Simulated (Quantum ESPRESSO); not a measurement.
# Si, diamond: band edges under a change of volume

How fast do the gaps move when the cell is scaled evenly? The geometries come from a scalar-relativistic relaxation.

Calculated with Quantum ESPRESSO 7.5, PBE+SOC, PseudoDojo fr-pbe-0.4 fully relativistic norm-conserving potentials, cutoff 1170 eV, Fermi–Dirac smearing 0.02 eV, k-mesh 9×9×9, no spin polarisation.

Reference cell, relaxed at zero pressure with PBE (Fd-3m): a = 3.8671 Å, b = 3.8671 Å, c = 3.8671 Å, α = 60.00°, β = 60.00°, γ = 60.00°.

```
atom       x       y       z
  Si  0.5000  0.5000  0.5000
  Si  0.7500  0.7500  0.7500
```

Levels are read on the k-mesh and along lines from Γ to X = (0.5, 0, 0.5), L = (0.5, 0.5, 0.5), K = (0.375, 0.375, 0.75) and W = (0.5, 0.25, 0.75) in the reciprocal basis of this cell (the letters only name these points), and count from the highest filled level.

```
ln(V/V0)  gap (eV)  direct gap at Γ (eV)  lowest empty along Γ–X (Γ left out) (eV)  lowest empty at L (eV)  lowest empty at K (eV)
 −0.0619     0.477                 2.531                                     0.477                   1.655                   1.125
 −0.0408     0.518                 2.524                                     0.518                   1.581                   1.157
 −0.0202     0.556                 2.516                                     0.556                   1.509                   1.187
  0.0000     0.593                 2.508                                     0.593                   1.438                   1.215
  0.0392     0.660                 2.491                                     0.660                   1.302                   1.264
  0.0583     0.690                 2.444                                     0.690                   1.236                   1.286
```

**Question.** Fit the lowest empty level at L and give it at ln(V/V0) = 0.0198, a row left out above.

A straight line through the 6 rows: the means are −0.004233 for ln(V/V0) and 1.4535 for the level, Σ(Δx)² = 0.01073 and ΣΔxΔy = −0.03741, so the slope is −0.03741/0.01073 = −3.4862 and the intercept 1.4535 − (−3.4862)(−0.004233) = 1.4387.

The slope is the volume deformation potential of this gap, −3.49 eV, as a mean over the range. The line gives 1.370 eV. The run itself gives 1.369 eV, so the estimate misses by 0.001 eV, a rounding's worth.

The gap lies below the direct one at Γ in every row. Semilocal functionals give gaps that are too small, and the error differs from valley to valley, so the order of close valleys can be wrong too.

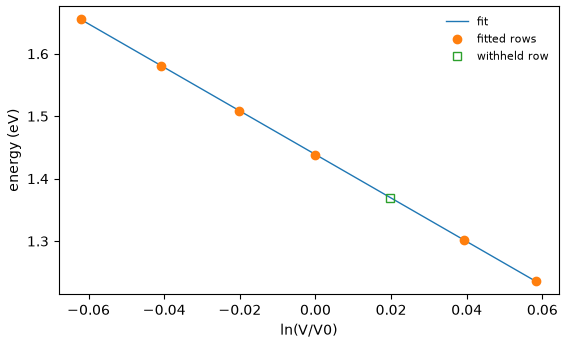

The fitted law, the rows behind it and the withheld row.

[Logs are printed without paths, hosts, clocks, repeated set-up lines and the standing remarks that a program may print on its own settings, such as how far it seeks lower states.]
